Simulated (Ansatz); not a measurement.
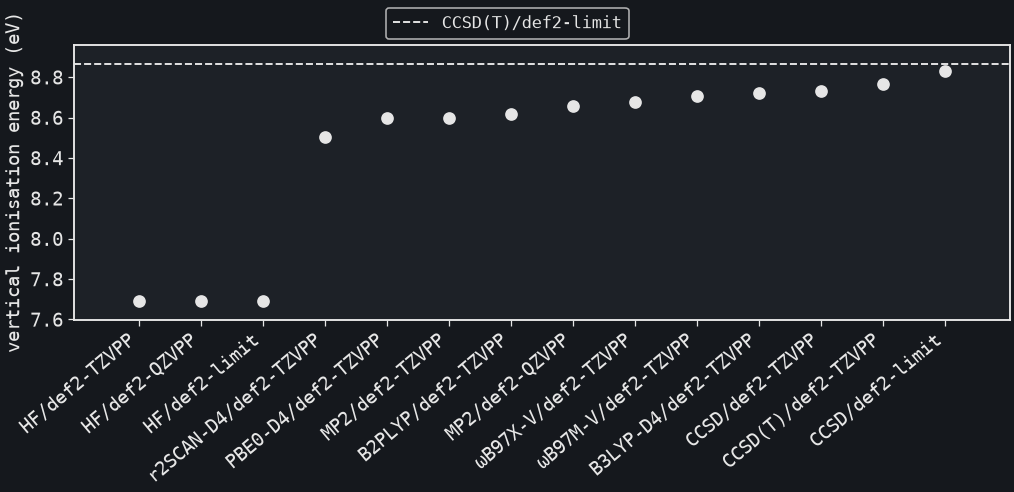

Vertical ionisation energy of CH₄Si, SMILES C[SiH], taken as the energy of the cation less that of the neutral at fixed geometry (unrestricted doublet cation, cores frozen in correlated methods, no spin-orbit coupling), the Ansatz code, at a PBE0-D4/def2-TZVP geometry (a minimum by its frequencies). Limit means an estimate of the basis limit from triple and quadruple zeta; for coupled cluster it is either extrapolated directly or built as the MP2 limit plus the step from MP2 in triple zeta. B2PLYP/def2-TZVPP holds a correlation term that converges slowly with the basis, so part of the distance to the limit is basis error. The distance of MP2/def2-TZVPP, MP2/def2-QZVPP, CCSD/def2-TZVPP and CCSD(T)/def2-TZVPP to the limit includes basis error.

What range do the values span, the line included?

From 7.69 eV (HF/def2-TZVPP) to 8.87 eV (CCSD(T)/def2-limit).

Give the values.

| level | eV | less CCSD(T)/def2-limit |
| --- | --- | --- |
| HF/def2-TZVPP | 7.69 | −1.18 |
| HF/def2-QZVPP | 7.69 | −1.17 |
| HF/def2-limit | 7.69 | −1.17 |
| r2SCAN-D4/def2-TZVPP | 8.50 | −0.36 |
| PBE0-D4/def2-TZVPP | 8.60 | −0.27 |
| MP2/def2-TZVPP | 8.60 | −0.27 |
| B2PLYP/def2-TZVPP | 8.62 | −0.25 |
| MP2/def2-QZVPP | 8.65 | −0.21 |
| ωB97X-V/def2-TZVPP | 8.68 | −0.19 |
| ωB97M-V/def2-TZVPP | 8.71 | −0.16 |
| B3LYP-D4/def2-TZVPP | 8.72 | −0.15 |
| CCSD/def2-TZVPP | 8.73 | −0.13 |
| CCSD(T)/def2-TZVPP | 8.77 | −0.10 |
| CCSD/def2-limit | 8.83 | −0.04 |
| CCSD(T)/def2-limit | 8.87 | 0.00 |
